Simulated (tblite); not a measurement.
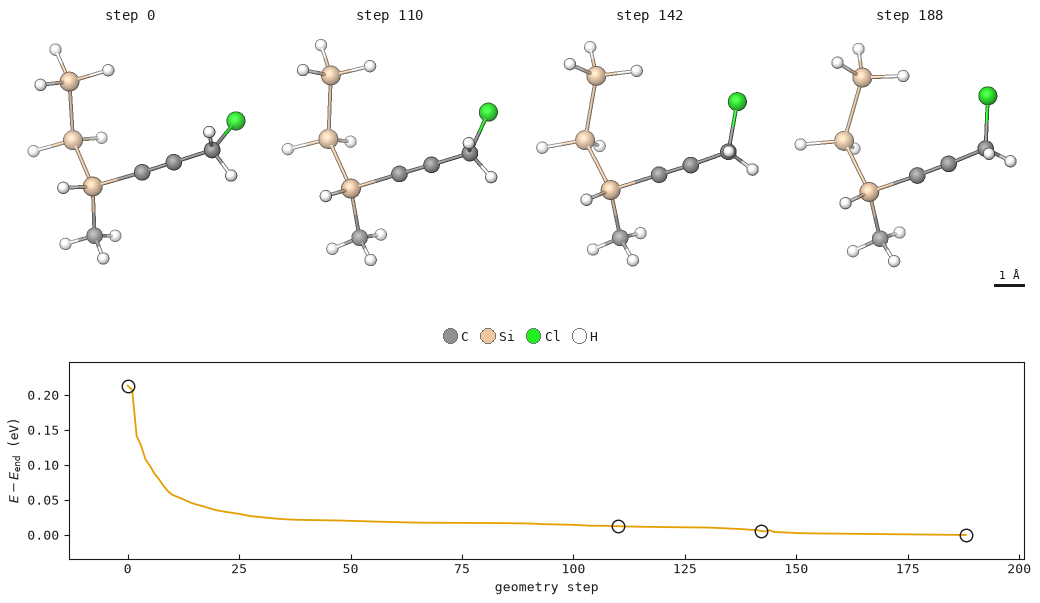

Frames of a relaxation of C4H11ClSi3, marked on the history of the run. The picture is a ball-and-stick view, seen at a tilt.

Theory: GFN2-xTB geometry optimisation, gas phase (tblite 0.8.0). 

### Describe the path.

The largest move after the best rigid fit is that of the Cl atom, 1.63 Å. By element the largest moves are Cl 1.63 Å, H 0.99 Å, Si 0.52 Å, C 0.25 Å. Near-neighbour distances that change, for instance: C–Si 1.852 → 1.905 Å, C–Cl 1.781 → 1.809 Å, C–Si 1.883 → 1.856 Å, Si–Si 2.302 → 2.329 Å. Bond angles that change, for instance: Si–Si–Si 105.6° → 116.6°, Si–Si–H 109.2° → 115.8°, H–Si–H 108.4° → 102.6°. Groups turn about Si–Si by about 35°, Si–Si by about 25°. After 188 geometry steps the energy has fallen by 0.213 eV. From step 0 to 110: an H atom moves most (0.53 Å), energy −0.201 eV. From step 110 to 142: the Cl atom moves most (0.69 Å), energy −0.007 eV. From step 142 to 188: the Cl atom moves most (0.47 Å), energy −0.006 eV.
